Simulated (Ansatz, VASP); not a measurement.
# Bi2Pd (Urvantsevite) in two plane-wave programs

One calculation is typed for both programs; each brings its own data sets and cutoff. How far apart do they land? The cell comes out of the VASP series on this material, whose earlier steps may have relaxed, scaled or displaced it; both programs get it as it stands.

Calculated with Ansatz 0.2.0; plane waves, with VASP 6.6.1 beside it; single point at PBEsol and electric field gradients at PBEsol.

### 1. Starting point

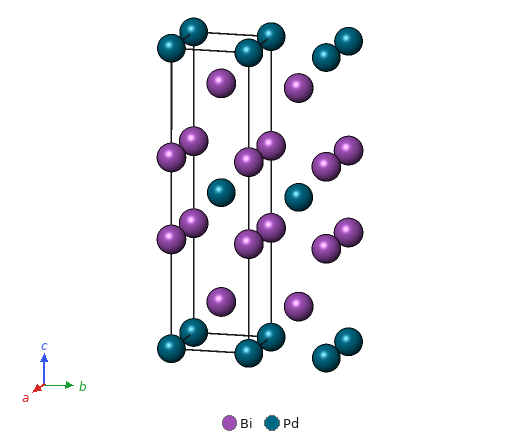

The starting structure, seen slightly off an axis (bismuth purple, palladium blue). 1×2×1 cells are drawn. This picture shows the conventional cell, with its axes. Some periodic images of atoms are drawn too.

### 2. Ansatz: single point, PBEsol

Ansatz runs on its default PAW (the set named soft_2) files.

A single point gives forces, pressure and levels at one fixed geometry, so differences don't come from the geometry; what else differs is listed under the comparison.

The input, input.yaml:

```yaml
crystal:
  lattice:
    - [-1.6797932146, 1.6797932146, 6.408696264]
    - [1.6797932146, -1.6797932146, 6.408696264]
    - [1.6797932146, 1.6797932146, -6.408696264]
  atoms:
    - { symbol: Bi, position: [0.3636036828, 0.3636036828, 0.0] }
    - { symbol: Bi, position: [0.6363963172, 0.6363963172, 0.0] }
    - { symbol: Pd, position: [0.0, 0.0, 0.0] }
hamiltonian:
  xc: pbesol
  pseudopotentials: { kind: paw }
kpoints:
  mp_grid: { grid: [9, 9, 9] }
scf:
  occupations: { method: methfessel_paxton, width: 0.2 }
  n_extra_bands: 4
output:
  forces: true
  stress: true
  eigenvalues: true
```

Command:

```sh
$ ansatz run input.yaml --threads 2 --pin off --max-ram 4608MiB --backend cpu --events-out ev --progress --plain --runs-dir out
```

Numbers of over 12 decimals in the logs are rounded to 6 here.

Log:

```text
basis.fft_grid_basis auto: the FFT boxes are laid along the combinations [[1, 0, 1], [0, 1, 1], [0, 0, 1]] of the cell's own vectors, 3.360, 3.360 and 6.835 Å long. The dense box has 24×24×48 points. Along the cell's own vectors, as sized, it would have 48×48×48, 4.00 times as many. Of the 16 symmetry operations that the crystal satisfies within crystal.symmetry.tolerance (time reversal apart; of a slab, those that k [...]
scf.n_extra_bands = 4 over 24 filled bands (N_el = 48.0): the run solves 28 bands
Engine: ansatz 0.2.0, aarch64-unknown-linux-gnu
Pseudopotentials: kind: paw
Pseudopotential: Bi, paw, valence charge 15, recommended cutoff 420 eV (normal), Bi.paw.azcp
Pseudopotential: Pd, paw, valence charge 18, recommended cutoff 420 eV (normal), Pd.paw.azcp
Functional definition: PBEsol
  exchange = pbesol_x
  correlation = pbesol_c
Crystal: 3 atoms, lattice volume = 72.334 Å³
Basis set: ecut = 420 eV, 1425 PW (Γ), FFT grids on a1+a3, a2+a3, a3, exchange–correlation on 48×48×96 points (8 copies of the dense FFT grid, shifted against one another)
Bands: 28, of which v1, the nominal top of the filled ones, is band 24 counted from 1 (23 counted from 0)
Symmetry: 16 space group operations
Space group: I4/mmm (ITA 139), of the structure as read, at distance tolerance 4.2e-5 Å
k-points: 75 of 729
Non-local potential: Bi, projectors of the file, l = 0: 2, l = 1: 2, l = 2: 2, l = 3: 2
Non-local potential: Pd, projectors of the file, l = 0: 2, l = 1: 2, l = 2: 2, l = 3: 1
PAW form: soft (Blöchl's): semilocal exchange-correlation on the pseudo side does not see the compensation charge
PAW frozen core: Bi, regenerated for the run's functional, and the local potential with it (the file was generated under x = pbe(κ = 0.804, μ = 0.219515), c = pbe(β = 0.066725))
PAW frozen core: Pd, regenerated for the run's functional, and the local potential with it (the file was generated under x = pbe(κ = 0.804, μ = 0.219515), c = pbe(β = 0.066725))
PAW one-centre angular grid: Bi, 590 points (default); XC on 64 Gauss nodes
PAW one-centre angular grid: Pd, 590 points (default); XC on 64 Gauss nodes
Initial density: superposition of atomic densities (neutral atoms: chi_scale 0, normalization atom), corrected by the library's trained network
Initial wavefunctions: pseudopotential atomic-orbital guess
Functional: x = pbesol(κ = 0.804, μ = 0.123457), c = pbesol(β = 0.046)
SCF iter   1: F=—  HF=-31391.357930 eV  |F-HF|=—  |Δ(HF+E_count)|=         —  Δρ=7.91e-3  dr2=6.69e-2  ethr=1.77e-3  ⟨swp⟩=5.6  Hψ=7952  notcnv=0
preconditioner: auto → Kerker (q_TF=auto, 2.548 Å⁻¹)  [metal: Δε(μ)=0.049 eV  Ē_g=16.516 eV  σ=0.200 eV  W_gap=0.20  n_scr=20 (ndim 8)  ℏωp=27.6 eV  f_vac=0.000  D(μ)=1.63/eV (n_scr^D=12)]
SCF iter   2: F=—  HF=-31391.351088 eV  |F-HF|=—  |Δ(HF+E_count)|=   6.84e-3  S|Δr|=    0.00e0  Δρ=2.82e-3  dr2=1.07e-2  ethr=1.39e-4  ⟨swp⟩=1.1  Hψ=2721  notcnv=0
SCF iter   3: F=—  HF=-31391.349836 eV  |F-HF|=—  |Δ(HF+E_count)|=   1.25e-3  S|Δr|=    0.00e0  Δρ=7.12e-4  dr2=9.86e-4  ethr=2.23e-5  ⟨swp⟩=2.0  Hψ=2320  notcnv=0
SCF iter   4: F=—  HF=-31391.349695 eV  |F-HF|=—  |Δ(HF+E_count)|=   1.42e-4  S|Δr|=    0.00e0  Δρ=1.43e-4  dr2=5.39e-5  ethr=2.05e-6  ⟨swp⟩=2.0  Hψ=2529  notcnv=0
SCF iter   5: F=—  HF=-31391.349690 eV  |F-HF|=—  |Δ(HF+E_count)|=   4.67e-6  S|Δr|=    0.00e0  Δρ=4.16e-5  dr2=4.45e-6  ethr=1.12e-7  ⟨swp⟩=2.0  Hψ=2740  notcnv=0
SCF iter   6: F=—  HF=-31391.349689 eV  |F-HF|=—  |Δ(HF+E_count)|=   5.92e-7  S|Δr|=    0.00e0  Δρ=1.06e-5  dr2=1.59e-7  ethr=9.27e-9  ⟨swp⟩=2.0  Hψ=2633  notcnv=0
SCF iter   7: F=-31391.349689 eV  HF=-31391.349689 eV  |F-HF|=5.48e-9  |Δ(HF+E_count)|=   2.38e-8  S|Δr|=    0.00e0  Δρ=3.47e-6  dr2=1.27e-8  ethr=2.08e-10  ⟨swp⟩=6.4  Hψ=9703  notcnv=0
SCF 1 converged in 7 iterations: F = -31391.349689 eV  dr2 = 1.27e-8
  greatest PAW one-centre occupation: 0.999 electrons in one spin orbital (limit 2), on the Pd atom at site 2 (counted from 0), in its partial waves of l = 0
SCF converged after 7 iterations
Stability not checked: this state was not tested for a lower state beside it, because cold or Methfessel-Paxton smearing, or corrected tetrahedra, fill the levels in a way that the test cannot read (fill_not_monotonic; see scf.lower_state_search)
Free energy (F): -31391.349689 eV
Harris-Foulkes:  -31391.349689 eV  (|F-HF|=5.48e-9)
Internal energy: -31391.345703 eV  (E = F + TS)
E sigma→0 (E₀):  -31391.348693 eV
Entropy (-TS):   -0.003986 eV (-1.329 meV/atom)
Fermi energy:    14.554497 eV
--- Per-component energies (eV) ---
  E_band       = -331.838472
  E_kinetic    = 1121.837465
  E_local      = -5437.715154  (includes V_loc(G=0)·N_el)
  E_nonlocal   = 1344.713947
  E_hartree    = 2023.317064
  E_xc         = -469.598895
  E_vxc        = -501.256365  (∫ρ·V_xc dr)
  E_paw        = -24705.142468  (= ΣΔE_a)
  E_vpaw       = -906.052573  (= ΣTr[D̂ρ^β])
  E_aug_tail   = -0.000738  (compensation charges beyond the density's cutoff)
  E_ewald      = -5269.238953
  E_core_change = 0.482029  (= ΣΔE_core)
  E_smearing   = -0.003986  (= −TS)
  E_closure    = -0.000000  (closes the sum)
  Σ components = -31391.349689   (vs F -31391.349689, Δ=0.00e0)
--- Forces (eV/Å), atoms counted from 1 ---
  atom   1  Bi     0.00000000     0.00000000     0.00181064
  atom   2  Bi     0.00000000     0.00000000    -0.00181064
  atom   3  Pd     0.00000000     0.00000000     0.00000000
  max |Σ_I F_I| component: 4.34e-19 eV/Å
--- Stress (GPa, compression-positive) ---
        0.131727       0.000000       0.000000
        0.000000       0.131727      -0.000000
        0.000000       0.000000       0.094046
  P = ⅓ Tr σ = 0.1192 GPa (1.192 kbar)
--- Band table (eV; the first three rows and the last of 75) ---
  k-point 0: bands = [... 20 lower, 11.7155, 11.8923, 16.3784, 16.9390, 16.9390, 17.6913, 17.6913, 19.2331]
  k-point 1: bands = [... 20 lower, 11.6586, 11.7201, 15.0312, 15.3502, 16.0715, 16.4196, 17.7810, 21.1782]
  k-point 2: bands = [... 20 lower, 11.6341, 11.6994, 13.2295, 14.1033, 14.5145, 14.8801, 17.9592, 21.1368]
  k-point 74: bands = [... 20 lower, 11.7806, 12.3213, 12.6202, 15.0912, 16.2609, 17.4716, 19.3290, 20.6676]
```

The job ended after 6.3 s (2 threads of Arm Neoverse N1, shared host; peak memory 0.39 GiB; 12 s of CPU time).

The run ends at a pressure of 0.12 GPa, with forces up to 0.0018 eV/Å.

### 3. VASP: single point, PBEsol

The same cell, functional, mesh and smearing now go to VASP, with its own data sets and cutoff.

Lines of VASP's logs that name or quote its potential files are left out, and so is its time.

The input, INCAR:

```
SYSTEM = Bi2Pd
PREC = Accurate
ENCUT = 400
EDIFF = 1E-06
NELM = 100
ISMEAR = 1
SIGMA = 0.2
LREAL = .FALSE.
ALGO = Normal
GGA = PS
NBANDS = 26
LASPH = .TRUE.
LORBIT = 11
LWAVE = .FALSE.
LCHARG = .TRUE.
ISIF = 2
LELF = .TRUE.
LVHAR = .TRUE.
```

The input, POSCAR:

```
Bi2Pd
1.0
   -1.6797932146      1.6797932146      6.4086962640
    1.6797932146     -1.6797932146      6.4086962640
    1.6797932146      1.6797932146     -6.4086962640
Bi Pd
2 1
Direct
    0.3636036828      0.3636036828      0.0000000000
    0.6363963172      0.6363963172      0.0000000000
    0.0000000000      0.0000000000      0.0000000000
```

The input, KPOINTS:

```
Automatic mesh
0
Gamma
9 9 9
0 0 0
```

PAW data sets: Bi_d and Pd (PBE family, release 64).

Command:

```sh
$ mpirun -np 2 vasp_std
```

Log:

```text
[banner, memory and clock lines left out]
running    2 mpi-ranks, on    1 nodes
 distrk:  each k-point on    2 cores,    1 groups
 distr:  one band on    1 cores,    2 groups

 POSCAR found type information on POSCAR BiPd
 POSCAR found :  2 types and       3 ions
|                                                                             |
|               ----> ADVICE to this user running VASP <----                  |
|                                                                             |
|     You enforced a specific xc type in the INCAR file but a different       |
|     [... a line on the potential file left out ...]
|     I HOPE YOU KNOW WHAT YOU ARE DOING!                                     |
|                                                                             |

 LDA part: xc-table for (Slater+PW92), standard interpolation
 POSCAR, INCAR and KPOINTS ok, starting setup
 FFT: planning ... GRIDC
 FFT: planning ... GRID_SOFT
 FFT: planning ... GRID
 WAVECAR not read
 entering main loop
       N       E                     dE             d eps       ncg     rms          rms(c)
DAV:   1     0.376916694253E+03    0.37692E+03   -0.18008E+04  3934   0.160E+03
DAV:   2     0.165940688523E+02   -0.36032E+03   -0.35347E+03  3986   0.437E+02
DAV:   3    -0.144914386629E+02   -0.31086E+02   -0.30657E+02  4790   0.147E+02
DAV:   4    -0.154522581171E+02   -0.96082E+00   -0.95944E+00  4792   0.274E+01
DAV:   5    -0.154888341353E+02   -0.36576E-01   -0.36574E-01  5350   0.472E+00    0.466E+00
DAV:   6    -0.153086808941E+02    0.18015E+00   -0.32843E-01  4322   0.459E+00    0.237E+00
DAV:   7    -0.152724167713E+02    0.36264E-01   -0.16864E-01  4554   0.310E+00    0.979E-01
DAV:   8    -0.152633983247E+02    0.90184E-02   -0.62193E-02  4160   0.160E+00    0.372E-01
DAV:   9    -0.152625379867E+02    0.86034E-03   -0.61463E-03  5130   0.671E-01    0.703E-02
DAV:  10    -0.152624750532E+02    0.62933E-04   -0.59025E-04  4246   0.184E-01    0.280E-02
DAV:  11    -0.152624740503E+02    0.10030E-05   -0.73021E-05  5082   0.617E-02    0.521E-03
DAV:  12    -0.152624735007E+02    0.54961E-06   -0.42465E-06  3846   0.176E-02
   1 F= -.15262474E+02 E0= -.15261148E+02  d E =-.397623E-02
```

OUTCAR, selected parts (step 3):

```text
ion  position               nearest neighbor table
   1  0.364  0.364  0.000-   3 2.95   3 2.95   3 2.95   3 2.95   2 3.50   2 3.76   2 3.76   2 3.76
                             2 3.76
   2  0.636  0.636  0.000-   3 2.95   3 2.95   3 2.95   3 2.95   1 3.50   1 3.76   1 3.76   1 3.76
                             1 3.76
   3  0.000  0.000  0.000-   2 2.95   2 2.95   2 2.95   1 2.95   2 2.95   1 2.95   1 2.95   1 2.95

  LATTYP: Found a body centered tetragonal cell.
 ALAT       =     3.3595864292
 C/A-ratio  =     3.8151697532

 Subroutine GETGRP returns: Found 16 space group operations
 (whereof 16 operations were pure point group operations)

The static configuration has the point symmetry D_4h.

 Found     75 irreducible k-points:

   k-points           NKPTS =     75   k-points in BZ     NKDIM =     75   number of bands    NBANDS=     26

   dimension x,y,z NGX =    48 NGY =   48 NGZ =   48
   dimension x,y,z NGXF=    96 NGYF=   96 NGZF=   96

   ENCUT  =  400.0 eV  29.40 Ry    5.42 a.u.  11.15 11.15 11.15*2*pi/ulx,y,z

   NELECT =      40.0000    total number of electrons

 k-points in reciprocal lattice and weights: Automatic mesh
   0.00000000  0.00000000  0.00000000       0.001
   0.11111111  0.00000000 -0.00000000       0.011
   0.22222222 -0.00000000  0.00000000       0.011
   0.33333333 -0.00000000  0.00000000       0.011
   0.44444444 -0.00000000  0.00000000       0.011
   0.11111111  0.11111111 -0.00000000       0.011
   0.22222222  0.11111111  0.00000000       0.022
   0.33333333  0.11111111  0.00000000       0.022
   0.44444444  0.11111111  0.00000000       0.022
[...]
-0.44444444  0.44444444  0.44444444       0.005
  -0.44444444 -0.44444444  0.44444444       0.003

 average (electrostatic) potential at core
       1-101.7565       2-101.7565       3 -71.5598

 E-fermi :   9.2116

 k-point     1 :       0.0000    0.0000    0.0000
  band No.  band energies     occupation
    ...
     14       5.2102      2.00000
     15       5.9410      2.00000
     16       5.9410      2.00000
     17       6.3777      2.00000
     18       6.5532      2.00000
     19      11.0376     -0.00000
     20      11.5933     -0.00000
     21      11.5933     -0.00000
     22      12.3502     -0.00000
     23      12.3502     -0.00000
    ...

 k-point     2 :       0.1111    0.0000   -0.0000
  band No.  band energies     occupation
    ...
     14       5.2394      2.00000
     15       5.8597      2.00000
     16       5.9870      2.00000
     17       6.3822      2.00000
     18       6.4474      2.00000
     19       9.7491     -0.00096
     20      10.2798     -0.00000
     21      11.7862     -0.00000
     22      11.9584     -0.00000
     23      12.5294     -0.00000
    ...

 k-point     3 :       0.2222   -0.0000    0.0000
  band No.  band energies     occupation
    ...
     16       6.1014      2.00000
     17       6.2058      2.00000
     18       6.3483      2.00000
     19       7.6529      2.00000
     20       8.4559      2.00000
     21      11.9700     -0.00000
     22      12.2708     -0.00000
     23      13.0462     -0.00000
     24      15.4126      0.00000
     25      16.0319      0.00000
    ...

  Total        0.0034501      0.0034501     -0.0137924      0.0000000      0.0000000     -0.0000000
  in kB        0.0764187      0.0764187     -0.3054980      0.0000000      0.0000000     -0.0000000
  external PRESSURE =      -0.0508868 kB  Pullay stress =       0.0000000 kB

  energy-cutoff  :      400.00
  volume of cell :       72.33
      direct lattice vectors                 reciprocal lattice vectors
    -1.679793215  1.679793215  6.408696264     0.000000000  0.297655685  0.078018988
     1.679793215 -1.679793215  6.408696264     0.297655685  0.000000000  0.078018988
     1.679793215  1.679793215 -6.408696264     0.297655685  0.297655685  0.000000000

 POSITION                                       TOTAL-FORCE (eV/Angst)
 -----------------------------------------------------------------------------------
      0.00000      0.00000      4.66045         0.000000      0.000000     -0.006782
      0.00000      0.00000      8.15694         0.000000      0.000000      0.006782
      0.00000      0.00000      0.00000        -0.000000     -0.000000      0.000000
 -----------------------------------------------------------------------------------
    total drift:                                0.000000     -0.000000      0.000000

  FREE ENERGIE OF THE ION-ELECTRON SYSTEM (eV)
  ---------------------------------------------------
  free  energy   TOTEN  =       -15.2624735007 eV

  energy  without entropy=      -15.2584972667  energy(sigma->0) =      -15.26114809

 total charge
# of ion       s       p       d       tot
------------------------------------------
    1        1.542   1.296   9.938  12.776
    2        1.542   1.296   9.938  12.776
    3        0.408   0.396   8.615   9.419
--------------------------------------------------
tot          3.492   2.988  28.491  34.971

[... 3 further parts left out ...]
```

The run ends at a pressure of -0.01 GPa, with forces up to 0.0068 eV/Å.

### 4. Differences

Known differences besides the PAW data sets themselves: the data sets hold 48 valence electrons in Ansatz (default PAW (the set named soft_2) files) and 40 in VASP; the cutoff is 420 eV in Ansatz and 400 eV in VASP; Ansatz makes its cores anew for this functional, VASP keeps those of its PBE data sets. Total energies have different zeros and are not compared.

Compared:

```
      quantity  Ansatz   VASP  difference
pressure (GPa)    0.12  -0.01       +0.12
```

At this near-relaxed geometry the largest component of a force difference is 9 meV/Å. Ansatz's pressure holds a Pulay correction of 0.04 GPa; VASP's holds none.

(Part 1 of 2 ends here.)

[Lines on the potential files, build, host, timing and source positions are cut from VASP's logs without a mark.]

[Logs are printed without paths, hosts, clocks, repeated set-up lines and the standing remarks that a program may print on its own settings, such as how far it seeks lower states.]

[Hosts, paths, dates, database ids (printed as entryN), source tags and the programs' standing remarks are cut or masked in the printed files.]
